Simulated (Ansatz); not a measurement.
System: Zr₃SnO₈.

Computed with Ansatz 0.2.0: relaxed lattice of one prototype by several density functionals, zero stress, symmetry kept, spin-unpolarised plane waves.

- prototype: rutile host
- atoms in cell: 12
- periodic directions: 3

Predict the volume per atom by functional. The cases: PBE; r2SCAN; PBEsol.

PBEsol gives 12.608 Å³, r2SCAN 12.693 Å³ and PBE 12.976 Å³. The lattice constant a, in Å, is 4.888 for PBE, 4.845 for r2SCAN and 4.837 for PBEsol. The lattice constant c, in Å, is 6.518 for PBE, 6.489 for r2SCAN and 6.468 for PBEsol.

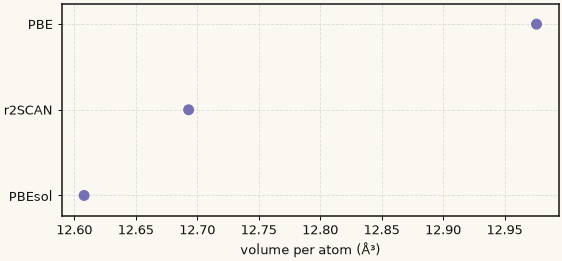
